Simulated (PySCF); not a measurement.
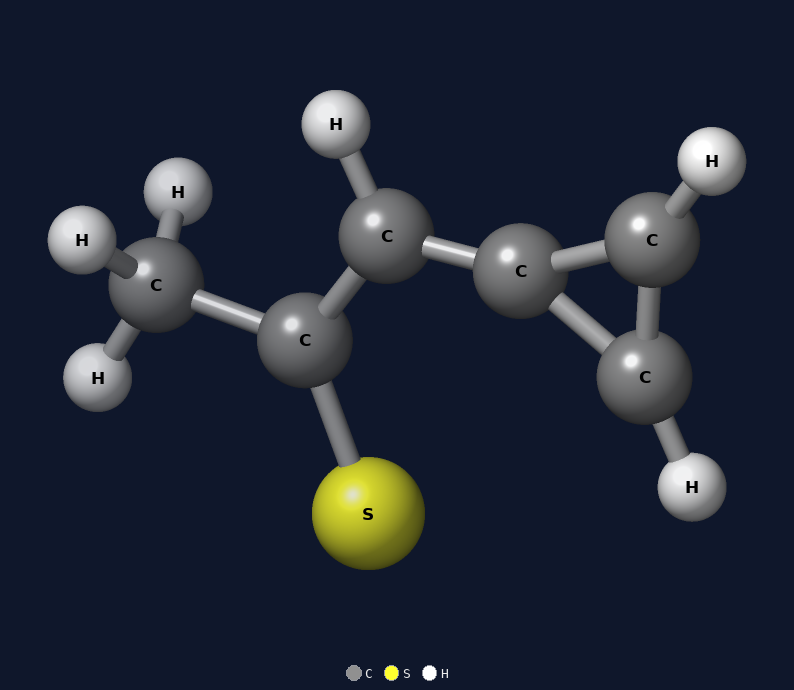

Rendered structure (ball-and-stick style). Every bond is drawn as one stick, whatever its order.

The computed structure is the end point of a GFN2-xTB optimisation. No frequency run is at hand to confirm it as a minimum.

Description:

It has 13 atoms: 6 carbon, 6 hydrogen and 1 sulfur (C6H6S). As SMILES it reads `CC(=S)C=C1C=C1`. Independent rings (smallest set): 1 of 3 members. Among its groups: alkene. Coordination, clear cases only: 1 C tetrahedral; 2 C trigonal planar.

More results for the same structure follow; atom numbers are the same in all pictures, views and colours differ.

Geometry

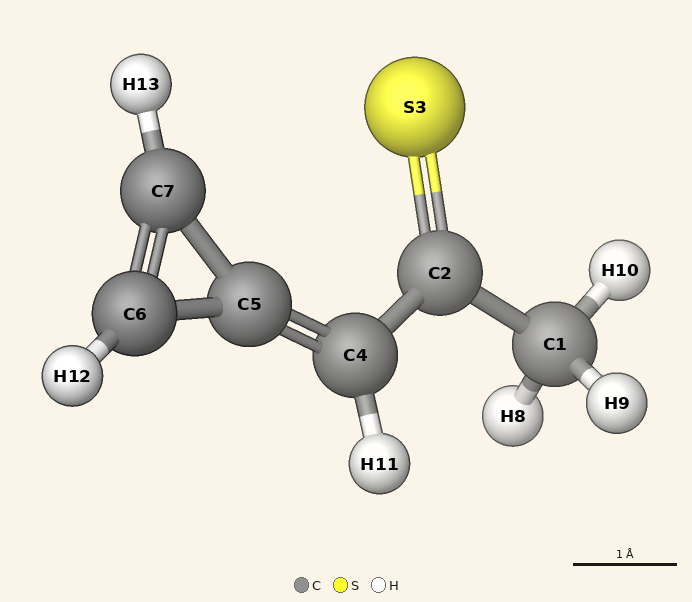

Numbered structure. No frequency run is at hand to confirm it as a minimum.

List the bonds and their lengths.

```tsv
bond	length (Å)	order
C1–C2	1.495	single
C1–H8	1.091	single
C1–H9	1.090	single
C1–H10	1.087	single
C2–S3	1.645	double
C2–C4	1.428	single
C4–C5	1.335	double
C4–H11	1.082	single
C5–C6	1.434	single
C5–C7	1.437	single
C6–C7	1.331	double
C6–H12	1.063	single
C7–H13	1.062	single
```

Dipole moment

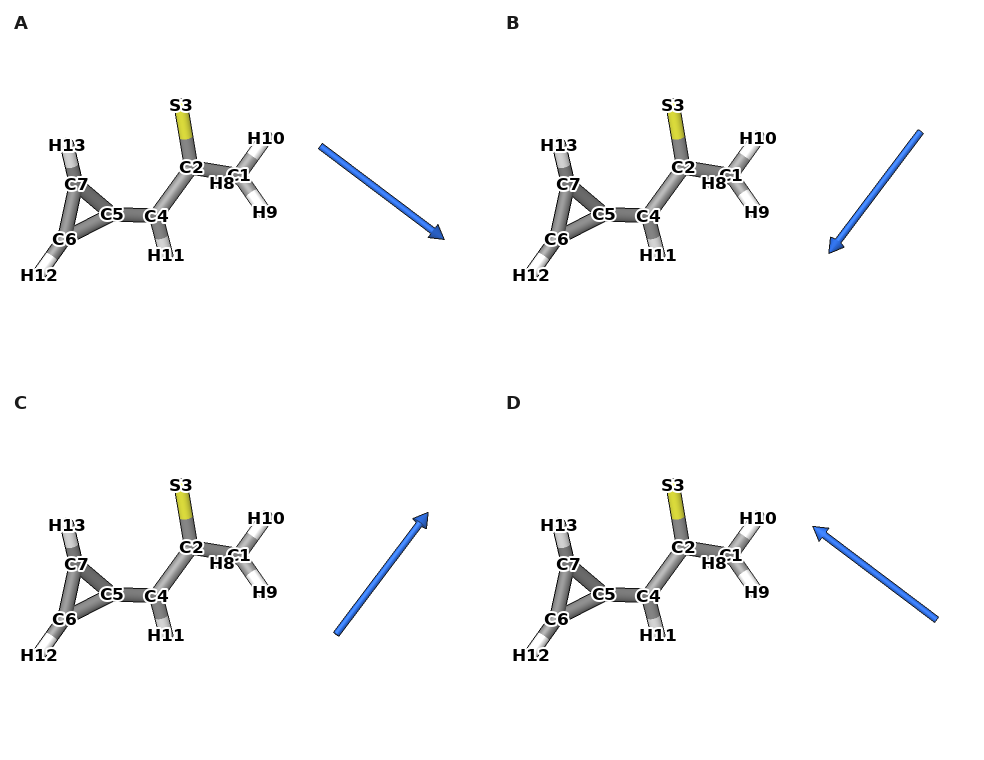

The same molecule four times, each with an arrow. No frequency run is at hand to confirm it as a minimum. Level of theory: PBE0/pcSseg-1, gas phase (PySCF 2.14.0).

**Which arrow points along the dipole moment, from the negative to the positive end?**

B. The dipole moment is 4.73 D; it points from the side of H10 to the side of H12 (the outermost atoms at the two ends).

NMR shielding

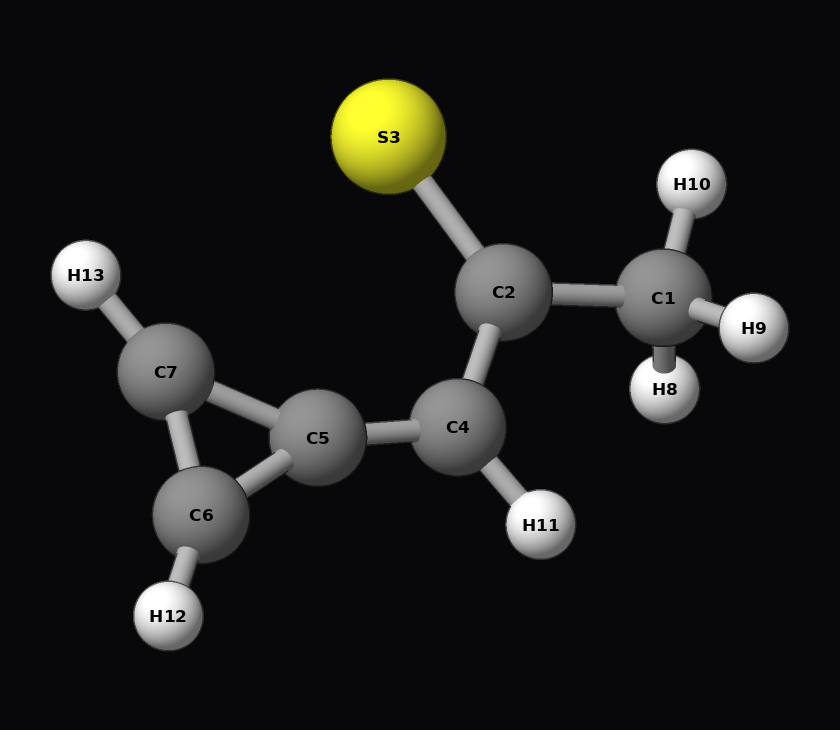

No frequency run is at hand to confirm it as a minimum. Method: GIAO PBE0/pcSseg-1 NMR shielding, non-relativistic, gas phase (PySCF 2.14.0). Principal shieldings σ11 ≤ σ22 ≤ σ33, span Ω = σ33 − σ11, skew κ = 3(σiso − σ22)/Ω.

Give the shielding tensors of the S atoms.

```csv
atom,σ11,σ22,σ33,σiso,Ω,κ
S3,−1048.2,−168.0,653.9,−187.5,1702.1,−0.03
```

Shieldings and span in ppm.

Ring current

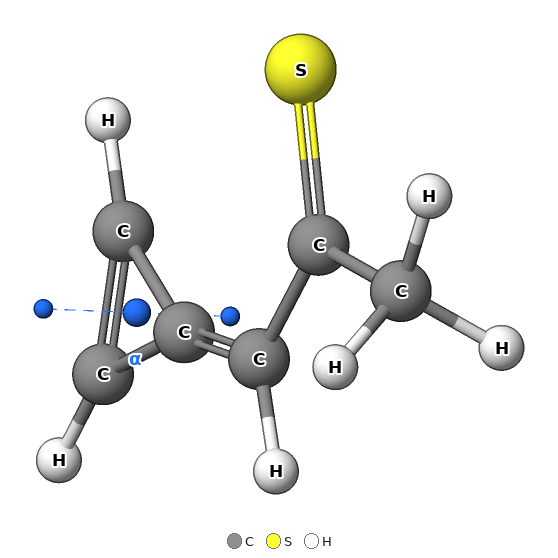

The small points mark where nucleus-independent chemical shifts (NICS) were computed: at the centre of each lettered ring and 1 Å above and below it. No frequency run is at hand to confirm it as a minimum. Level of theory: GIAO PBE0/pcSseg-1 NMR shielding, non-relativistic, gas phase (PySCF 2.14.0).

Give NICS(0), NICS(1) and the out-of-plane component NICS(1)zz for each ring (means of the two sides).

| ring | members | NICS(0) | NICS(1) | NICS(1)zz |
| --- | --- | --- | --- | --- |
| α | C3 | −23.4 | −10.0 | −17.3 |

Values in ppm.
